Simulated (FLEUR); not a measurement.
# FePt (Tetraferroplatinum): parallel and opposed starts

Wanted: the moments of FePt (Tetraferroplatinum) and the energy of each order that was tried.

Calculated with FLEUR MaX-R8.1; PBEsol; all-electron FLAPW, Dirac cores, scalar-relativistic bands.

### Step 1. Starting point

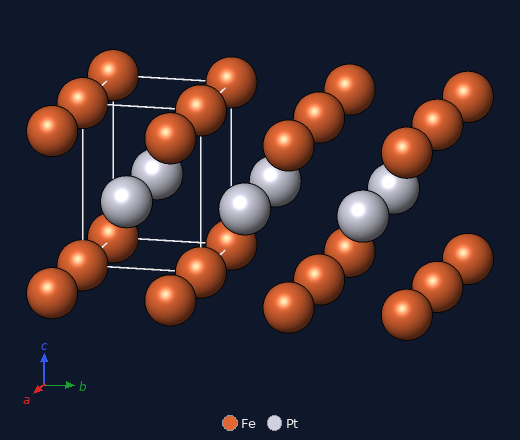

The starting structure, seen slightly off an axis (iron orange, platinum light grey). 2×3×1 cells are drawn. Some periodic images of atoms are drawn too.

Structure file:

```cif
data_structure
_symmetry_space_group_name_H-M 'P 1'
_symmetry_Int_Tables_number 1
_cell_length_a 2.7235
_cell_length_b 2.7235
_cell_length_c 3.7200
_cell_angle_alpha 90.000
_cell_angle_beta 90.000
_cell_angle_gamma 90.000
_cell_volume 27.59
loop_
_atom_site_label
_atom_site_type_symbol
_atom_site_fract_x
_atom_site_fract_y
_atom_site_fract_z
_atom_site_occupancy
Fe1 Fe 0.00000 0.00000 0.00000 1
Pt2 Pt 0.50000 0.50000 0.50000 1
```

### Step 2. Start 1: ferro +

The parallel start comes first: it shows whether parallel moments hold.

inpgen writes inp.xml from crystal.txt; cutoffs, mixing, functional, smearing and local orbitals are then set in the file. The k list default-1 (kpts.xml, not shown) is a Γ-centred 14×14×14 mesh; where the ranks do not divide the number of points, some are split in two of half the weight.

File inp.xml:

```
<?xml version="1.0" encoding="UTF-8" standalone="no"?>
<fleurInput fleurInputVersion="0.39">
   <comment>
      FePt
   </comment>
   <calculationSetup>
      <cutoffs Kmax="3.6" Gmax="10.8" GmaxXC="10.8" numbands="0"/>
      <scfLoop itmax="90" minDistance="0.00002" maxIterBroyd="15" imix="Anderson" alpha="0.05" precondParam="0.0" spinf="2.0" sdNocoIR="T"/>
      <coreElectrons ctail="T" frcor="F" kcrel="1" coretail_lmax="0"/>
      <xcFunctional name="PBEs" relativisticCorrections="F"/>
      <magnetism jspins="2"/>
      <soc l_soc="F" theta="0.0" phi="0.0" spav="F"/>
      <expertModes spex="0" secvar="F"/>
      <geometryOptimization l_f="F" forcealpha="1.0" forcemix="BFGS" epsdisp="0.00001" epsforce="0.00001"/>
      <ldaU l_linMix="F" mixParam="0.05" spinf="1.0"/>
   </calculationSetup>
   <cell>
      <bzIntegration valenceElectrons="32.0" mode="hist" fermiSmearingEnergy="0.00183747">
         <kPointListSelection listName="default-1"/>
         <xi:include xmlns:xi="http://www.w3.org/2001/XInclude" href="kpts.xml"> </xi:include>
      </bzIntegration>
      <xi:include xmlns:xi="http://www.w3.org/2001/XInclude" href="sym.xml"> </xi:include>
      <bulkLattice scale="1.0">
         <bravaisMatrix>
            <row-1>    5.1466691003480998     0.0000000000000000     0.0000000000000000</row-1>
            <row-2>    0.0000000000000000     5.1466691003480998     0.0000000000000000</row-2>
            <row-3>    0.0000000000000000     0.0000000000000000     7.0297811835120001</row-3>
         </bravaisMatrix>
      </bulkLattice>
   </cell>
   <atomSpecies>
      <species name="Iron (Fe) 2.800" element="Fe" atomicNumber="26">
         <mtSphere radius="2.47" gridPoints="817" logIncrement="0.015"/>
         <atomicCutoffs lmax="10" lnonsphr="8"/>
         <electronConfig flipSpins="F">
            <coreConfig>(1s1/2) (2s1/2) (2p1/2) (2p3/2)</coreConfig>
            <valenceConfig>(3s1/2) (3p1/2) (3p3/2) (4s1/2) (3d3/2) (3d5/2)</valenceConfig>
            <stateOccupation state="(3d3/2)" spinUp="1.4" spinDown="1.0"/>
            <stateOccupation state="(3d5/2)" spinUp="3.0" spinDown="0.6"/>
         </electronConfig>
         <energyParameters s="4" p="4" d="3" f="4"/>
         <lo type="SCLO" l="0" n="3" eDeriv="0"/>
         <lo type="SCLO" l="1" n="3" eDeriv="0"/>
      </species>
      <species name="Platinum (Pt)" element="Pt" atomicNumber="78">
         <mtSphere radius="2.47" gridPoints="817" logIncrement="0.016"/>
         <atomicCutoffs lmax="10" lnonsphr="8"/>
         <electronConfig flipSpins="F">
            <coreConfig>(1s1/2) (2s1/2) (2p1/2) (2p3/2) (3s1/2) (3p1/2) (3p3/2) (4s1/2) (3d3/2) (3d5/2) (4p1/2) (4p3/2) (5s1/2) (4d3/2) (4d5/2) (4f5/2) (4f7/2)</coreConfig>
            <valenceConfig>(5p1/2) (5p3/2) (6s1/2) (5d3/2) (5d5/2)</valenceConfig>
            <stateOccupation state="(6s1/2)" spinUp="0.500000" spinDown="0.500000"/>
            <stateOccupation state="(5d3/2)" spinUp="1.800000" spinDown="1.800000"/>
            <stateOccupation state="(5d5/2)" spinUp="2.700000" spinDown="2.700000"/>
         </electronConfig>
         <energyParameters s="6" p="6" d="5" f="5"/>
         <lo type="SCLO" l="1" n="5" eDeriv="0"/>
      </species>
   </atomSpecies>
   <atomGroups>
      <atomGroup species="Iron (Fe) 2.800">
         <relPos label="                   1">.0000000000 .0000000000 .0000000000</relPos>
         <force calculate="T" relaxXYZ="TTT"/>
      </atomGroup>
      <atomGroup species="Platinum (Pt)">
         <relPos label="                   2">1.000/2.000 1.000/2.000 1.000/2.000</relPos>
         <force calculate="T" relaxXYZ="TTT"/>
      </atomGroup>
   </atomGroups>
   <output dos="F" band="F" slice="F">
      <bandDOS minEnergy="-.5*Htr" maxEnergy="0.5*Htr" sigma="0.015" storeEVData="T"/>
      <plotting iplot="0" polar="F">
         <plot TwoD="T" vec1="  1.0  0.0  0.0" vec2="  0.0  1.0  0.0" vec3="  0.0  0.0  1.0" zero="  0.0  0.0  0.0" file="plot"/>
      </plotting>
      <moessbauerParams electricFieldGradient="F" isomerShift="T" coreHyperfine="T" valenceHyperfine="T"/>
   </output>
</fleurInput>
```

File crystal.txt:

```
FePt
&input film=F cartesian=F /
2.72350000000  0.00000000000  0.00000000000
0.00000000000  2.72350000000  0.00000000000
0.00000000000  0.00000000000  3.72000000000
1.8897261246
1.0 1.0 1.0

2
26 0.00000000000  0.00000000000  0.00000000000 : 2.800
78 0.50000000000  0.50000000000  0.50000000000

&kpt div1=14 div2=14 div3=14 gamma=T /
```

Command:

```
OMP_NUM_THREADS=1 inpgen -f crystal.txt > inpgen.log  # inp.xml is then edited as shown
OMP_NUM_THREADS=1 mpirun -n 4 fleur_MPI > fleur.log
```

The program printed:

```text
Welcome to FLEUR        (www.flapw.de)
      MaX-Release 8.1          (www.max-centre.eu)

 ========== k-point set info ==========
 Selected k-point list: default-1
 k-point list type: mesh
 14 x 14 x 14
 Number of k points: 288

 ------------Calculation Setup---------------------------
 Number of MPI-tasks      :            4
 Number of PE/node        :            4
 Number of OMP-threads    :            1
 k-points in parallel     :            4
 pe's per k-point         :            1
 No of k-point loops      :           72
 Eigenvalue solver        :       lapack
 Number of basis functions:          166
 Approximate size of matrices (H+S) per k-point:         0.000 GB
 --------------------------------------------------------
 [... lines of the core solver left out ...]
 Iteration:     1   Distance:      39.54619422 me/bohr^3
 Iteration:     2   Distance:      16.29797129 me/bohr^3
 Iteration:     3   Distance:      13.27223749 me/bohr^3
 Iteration:     4   Distance:       8.96692024 me/bohr^3
 Iteration:     5   Distance:       8.57796198 me/bohr^3
 Iteration:     6   Distance:       8.78717201 me/bohr^3
 Iteration:     7   Distance:       3.49317731 me/bohr^3
 Iteration:     8   Distance:       1.90006278 me/bohr^3
 Iteration:     9   Distance:       1.03695940 me/bohr^3
 Iteration:    10   Distance:       0.52692363 me/bohr^3
 Iteration:    11   Distance:       0.25846767 me/bohr^3
 Iteration:    12   Distance:       0.18399689 me/bohr^3
 Iteration:    13   Distance:       0.04865407 me/bohr^3
 Iteration:    14   Distance:       0.01991376 me/bohr^3
 Iteration:    15   Distance:       0.01584649 me/bohr^3
 Iteration:    16   Distance:       0.00974964 me/bohr^3
 Iteration:    17   Distance:       0.01021266 me/bohr^3
 Iteration:    18   Distance:       0.00214240 me/bohr^3
 Iteration:    19   Distance:       0.00061174 me/bohr^3
 Iteration:    20   Distance:       0.00053515 me/bohr^3
 Iteration:    21   Distance:       0.00023331 me/bohr^3
 Iteration:    22   Distance:       0.00008288 me/bohr^3
 Iteration:    23   Distance:       0.00001810 me/bohr^3

 ********************************************************************
 Run finished successfully
 Stop message:
   all done
 ********************************************************************

--- out.xml (last complete iteration) ---
<iteration numberForCurrentRun="   23" overallNumber="   23">
         <energyParameters units="Htr">
            <atomicEP atomType="1" spin="1" branch="4s" branchLowest="-2.83" branchHighest="1.54" value="0.2842419264"/>
            <atomicEP atomType="1" spin="1" branch="4p" branchLowest="-1.58" branchHighest="2.07" value="0.4211544719"/>
            <atomicEP atomType="1" spin="1" branch="3d" branchLowest="-9.99" branchHighest="0.41" value="0.3192833584"/>
            <atomicEP atomType="1" spin="1" branch="4f" branchLowest="-9.99" branchHighest="3.19" value="0.7375193865"/>
            <loAtomicEP atomType="1" spin="1" branch="3s" branchLowest="-29.44" branchHighest="-2.83" value="-2.8340963349"/>
            <loAtomicEP atomType="1" spin="1" branch="3p" branchLowest="-24.99" branchHighest="-1.58" value="-1.5912939046"/>
            <atomicEP atomType="2" spin="1" branch="6s" branchLowest="-3.21" branchHighest="1.64" value="0.2184045582"/>
            <atomicEP atomType="2" spin="1" branch="6p" branchLowest="-1.49" branchHighest="2.59" value="0.3823837209"/>
            <atomicEP atomType="2" spin="1" branch="5d" branchLowest="-10.72" branchHighest="0.56" value="0.2997154235"/>
            <atomicEP atomType="2" spin="1" branch="5f" branchLowest="-2.05" branchHighest="2.61" value="0.6716117498"/>
            <loAtomicEP atomType="2" spin="1" branch="5p" branchLowest="-18.52" branchHighest="-1.49" value="-1.5656628755"/>
            <atomicEP atomType="1" spin="2" branch="4s" branchLowest="-2.71" branchHighest="1.62" value="0.2881864180"/>
            <atomicEP atomType="1" spin="2" branch="4p" branchLowest="-1.46" branchHighest="2.15" value="0.4174410532"/>
            <atomicEP atomType="1" spin="2" branch="3d" branchLowest="-9.99" branchHighest="0.53" value="0.4098139394"/>
            <atomicEP atomType="1" spin="2" branch="4f" branchLowest="-9.99" branchHighest="3.26" value="0.7279713255"/>
            <loAtomicEP atomType="1" spin="2" branch="3s" branchLowest="-29.38" branchHighest="-2.71" value="-2.7109789093"/>
            <loAtomicEP atomType="1" spin="2" branch="3p" branchLowest="-24.95" branchHighest="-1.46" value="-1.4710513437"/>
            <atomicEP atomType="2" spin="2" branch="6s" branchLowest="-3.20" branchHighest="1.65" value="0.2142772390"/>
            <atomicEP atomType="2" spin="2" branch="6p" branchLowest="-1.48" branchHighest="2.60" value="0.3759366918"/>
            <atomicEP atomType="2" spin="2" branch="5d" branchLowest="-10.72" branchHighest="0.57" value="0.3054403111"/>
            <atomicEP atomType="2" spin="2" branch="5f" branchLowest="-2.05" branchHighest="2.62" value="0.6644722472"/>
            <loAtomicEP atomType="2" spin="2" branch="5p" branchLowest="-18.52" branchHighest="-1.48" value="-1.5551099381"/>
         </energyParameters>
         <bandgap value="0.0012055914" units="eV"/>
         <sumValenceSingleParticleEnergies value="-18.4685747914" units="Htr"/>
         <FermiEnergy value="0.4197255850" units="Htr"/>
         <valenceDensity>
            <mtCharges spin="1">
               <mtCharge atomType="1" total="9.0819311" s="1.2235269" p="3.2380688" d="4.5849062" f="0.0260920"/>
               <mtCharge atomType="2" total="7.4390712" s="0.2578625" p="3.1742570" d="3.9742048" f="0.0252486"/>
            </mtCharges>
            <mtCharges spin="2">
               <mtCharge atomType="1" total="6.1176135" s="1.2161226" p="3.2442098" d="1.6243144" f="0.0243732"/>
               <mtCharge atomType="2" total="7.0608161" s="0.2756095" p="3.2133890" d="3.5450522" f="0.0208960"/>
            </mtCharges>
            <spinDependentCharge spin="1" total="17.6421573" interstitial="1.1211550" mtSpheres="16.5210023"/>
            <spinDependentCharge spin="2" total="14.3578427" interstitial="1.1794131" mtSpheres="13.1784296"/>
            <totalCharge value="32.0000000000"/>
         </valenceDensity>
         <allElectronCharges>
            <spinDependentCharge spin="1" total="53.6421697" interstitial="1.1217507" mtSpheres="52.5204189"/>
            <spinDependentCharge spin="2" total="50.3578303" interstitial="1.1800098" mtSpheres="49.1778206"/>
            <totalCharge value="103.9999999899"/>
         </allElectronCharges>
         <magneticMomentsInMTSpheres units="muBohr">
            <globalMagMoment atomType="1" vec="0.00000   0.00000   2.96433"/>
            <localMagMoment atomType="1" vec="0.00000   0.00000   2.96433"/>
            <globalMagMoment atomType="2" vec="0.00000   0.00000   0.37827"/>
            <localMagMoment atomType="2" vec="0.00000   0.00000   0.37827"/>
         </magneticMomentsInMTSpheres>
         <moessbauerParams unitsHFF="kG" unitsIS="e/bohr^3" unitsEFG="Htr/bohr^2">
            <coreHyperfineField atomType="1" hffTotal="-740.12211" isTotal="14927.85620">
               <shell n="1" l="0" hff="-13.62550" isomerShift="13641.18209"/>
               <shell n="2" l="0" hff="-728.54782" isomerShift="1279.66980"/>
               <shell n="2" l="1" hff="2.05120" isomerShift="7.00431"/>
            </coreHyperfineField>
            <coreHyperfineField atomType="2" hffTotal="-425.17455" isTotal="2125764.20955">
               <shell n="1" l="0" hff="-3.51443" isomerShift="1762141.45799"/>
               <shell n="2" l="0" hff="-49.90263" isomerShift="261752.09307"/>
               <shell n="2" l="1" hff="3.42869" isomerShift="18248.68438"/>
               <shell n="3" l="0" hff="-1.61241" isomerShift="59707.10095"/>
               <shell n="3" l="1" hff="-2.95583" isomerShift="4664.28712"/>
               <shell n="4" l="0" hff="49.66987" isomerShift="15118.58438"/>
               <shell n="3" l="2" hff="-0.15118" isomerShift="0.00190"/>
               <shell n="4" l="1" hff="-3.25061" isomerShift="1161.15798"/>
               <shell n="5" l="0" hff="-416.23998" isomerShift="2970.84127"/>
               <shell n="4" l="2" hff="-0.38310" isomerShift="0.00050"/>
               <shell n="4" l="3" hff="-0.26295" isomerShift="0.00000"/>
            </coreHyperfineField>
            <isomerShift atomType="1" nucleusRadius="0.0000903" averageDensity="15119.05345"/>
            <isomerShift atomType="2" nucleusRadius="0.0001370" averageDensity="2125890.38822"/>
         </moessbauerParams>
         <totalEnergy value="   -19713.2393343955" units="Htr">
            <sumOfEigenvalues value="   -12058.1832483279">
               <coreElectrons value="-12039.7146735365"/>
               <valenceElectrons value="-18.4685747914"/>
            </sumOfEigenvalues>
            <densityCoulombPotentialIntegral value="-33914.2039267361"/>
            <densityEffectivePotentialIntegral value="-34449.7858383664"/>
            <chargeDenXCDenIntegral value="-406.8949438670"/>
            <FockExchangeEnergyValence value="0.0000000000"/>
            <FockExchangeEnergyCore value="0.0000000000"/>
            <atomTypeDependentContributions atomType="1">
               <electronNucleiInteractionDifferentMTs value="1520.7301373059"/>
               <MadelungTerm value="-9.7638756620"/>
            </atomTypeDependentContributions>
            <atomTypeDependentContributions atomType="2">
               <electronNucleiInteractionDifferentMTs value="23171.2242441047"/>
               <MadelungTerm value="-39.1267601264"/>
            </atomTypeDependentContributions>
            <tkbTimesEntropy value="0.0003817721"/>
            <freeEnergy value="-19713.2397161676"/>
            <extrapolationTo0K value="-19713.2395252816"/>
         </totalEnergy>
         <densityConvergence units="me/bohr^3">
            <chargeDensity spin="1" distance="0.0000091913"/>
            <chargeDensity spin="2" distance="0.0000125448"/>
            <overallChargeDensity distance="0.0000180995"/>
            <spinDensity distance="0.0000124946"/>
         </densityConvergence>
      </iteration>
```

Elapsed: 88 s, on 4 MPI ranks of Arm Neoverse N1, shared host; peak memory 0.26 GiB.

Spin moment in the muffin-tin sphere by atom:

| atom | spin moment in the muffin-tin sphere (μB) |
| --- | --- |
| Fe1 | 2.96 |
| Pt2 | 0.38 |

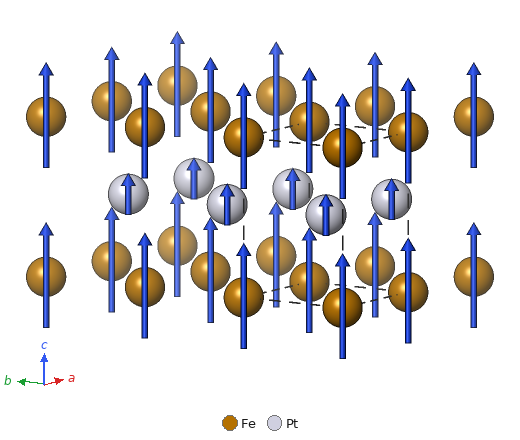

Spin moment in the muffin-tin sphere as arrows, the longest 2.96 μB. Up and down stand for the sign. Arrows give size and sign along the axis of quantisation, drawn up and down the page. Each arrow also spans its atom, so small moments look longer than they are. 2×3×1 cells are drawn. Some periodic images of atoms are drawn too.

Read from the output:

```yaml
free_energy: -536424.5801 eV
program_s_band_gap_on_this_mesh_in_a_metal_only_a_level_spacing: 0.001206 eV
magnetization: 3.284 μB
final_state: ferromagnetic
```

After 23 cycles the largest moment stands at 2.96 μB.

(Part 1 of 3 ends here.)

[Logs and program files are shortened in this print: banners, set-up blocks, solver, clock and traceback lines can be left out without a mark of their own.]

[Logs are printed without paths, hosts, clocks, repeated set-up lines and the standing remarks that a program may print on its own settings, such as how far it seeks lower states.]

[Hosts, paths, dates, database ids (printed as entryN), source tags and the programs' standing remarks are cut or masked in the printed files.]

[Where a cell is said to come from a database of computed structures, the database is the Materials Project.]
